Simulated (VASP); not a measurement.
Band structure of CoC (relaxed from the wurtzite structure, space group P6_3mc). These are PBEsol GGA, VASP's PBE PAW potentials (set 64) (plane waves; VASP) values and carry that method's errors.

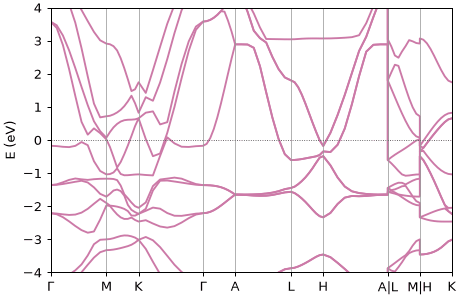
Fig. 1. Bands along high-symmetry lines, zero at the valence-band maximum or, without a gap, the Fermi level

Problem. Read the plot: is there a gap, and where are the band edges?

Solution. It has no gap at this level: it comes out as a metal or semimetal. (Edges off the drawn lines would not show.)

The structure was generated: CoC was put into the wurtzite type (P6_3mc), which need not be its known phase. It was relaxed first, which changed the volume by -26 %. The run is not spin-polarised, so no magnetic state was tried.
